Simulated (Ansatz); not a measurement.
**C$_{3}$H$_{11}$NSn (SMILES CC[CH2][SnH-][NH3+]): density, localisation and related maps**

Input file:

```
basis:
  gaussian:
    orbitals: def2-SVPD
crystal:
  periodic: [false, false, false]
  atoms:
    - {symbol: C, position_ang: [-2.934739, 0.428908, -1.397207]}
    - {symbol: C, position_ang: [-1.891268, -0.384756, -0.625782]}
    - {symbol: C, position_ang: [-1.451887, 0.251135, 0.694011]}
    - {symbol: N, position_ang: [1.641704, -0.234842, 0.149858]}
    - {symbol: Sn, position_ang: [0.047846, -0.979032, 1.850918]}
    - {symbol: H, position_ang: [-2.552544, 1.434884, -1.640347]}
    - {symbol: H, position_ang: [-3.224435, -0.059359, -2.343243]}
    - {symbol: H, position_ang: [-3.848586, 0.564745, -0.795165]}
    - {symbol: H, position_ang: [-2.289643, -1.398480, -0.436172]}
    - {symbol: H, position_ang: [-1.012010, -0.541713, -1.282247]}
    - {symbol: H, position_ang: [-2.325078, 0.390112, 1.358012]}
    - {symbol: H, position_ang: [-1.039769, 1.262766, 0.524786]}
    - {symbol: H, position_ang: [0.643864, 0.451756, 2.771180]}
    - {symbol: H, position_ang: [1.423687, 0.736209, -0.081128]}
    - {symbol: H, position_ang: [1.583159, -0.781924, -0.710290]}
    - {symbol: H, position_ang: [2.607470, -0.270151, 0.479610]}
hamiltonian:
  xc: {name: PBE0}
output: {forces: true, orbitals: {seedname: orbitals}}
```

Command:

```sh
ansatz run input.yaml --threads 2 --pin off --max-ram 4350MiB --events-out events.jsonl --progress --plain --runs-dir runs
```

Geometry: B3LYP-D3(BJ)/def2-SVP; core potentials replace the inner electrons of Sn.

These are results of isolated molecule in a Gaussian basis; Kohn-Sham density functional theory, functional PBE0 (Ansatz), not measurements.

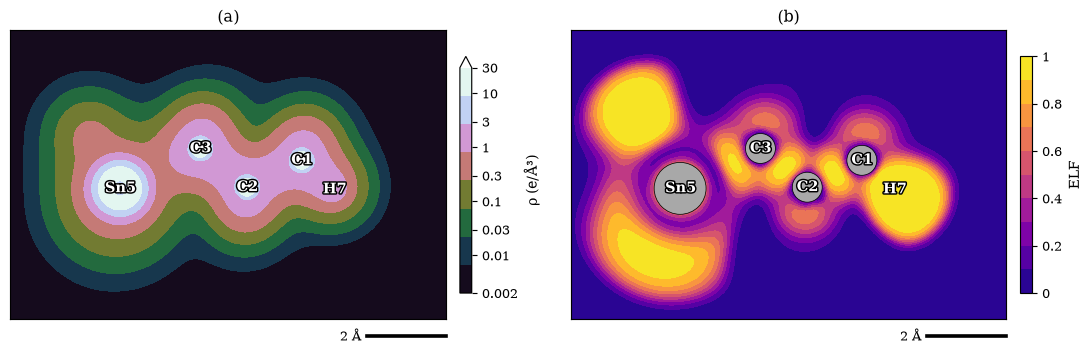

Figure 1. (a) electron density; (b) electron localisation function on the plane of atoms C1, C2 and C3. Grey discs cover the atomic cores in the ELF map.

Q: Interpret the plot.

A: The section cuts through C, Sn and H sites. C–C (1.53 Å): ρ at the midpoint is about 1.6 e/Å³; the ELF peaks at about 0.95 between the atoms: a covalent bond. C–Sn (2.26 Å): ρ at the midpoint is about 0.57 e/Å³; the ELF peaks at about 0.90 in the valence shell of C, 0.8 Å from its nucleus, and drops to about 0.15 between the two atoms. C–H (1.10 Å): ρ is about 1.9 e/Å³ halfway; the ELF climbs to about 1 towards the hydrogen, as it does in any bond to H: a covalent bond by its length.

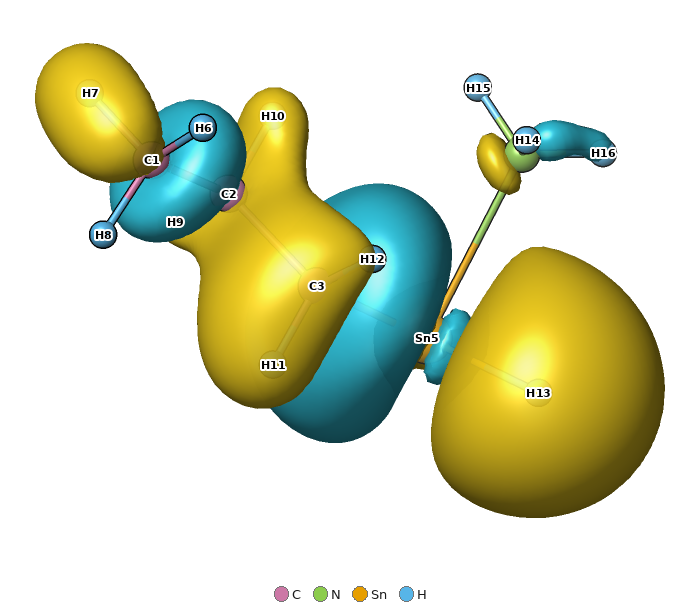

Figure 2. The HOMO−1 at ±0.06 Å⁻³ᐟ² (yellow and cyan are the two phases), seen at a tilt.

Q: What is the character of this orbital?

A: It lies mainly on Sn5 (about 35 %), H13 (about 25 %) and C3 (about 20 %). Its energy is −6.79 eV.
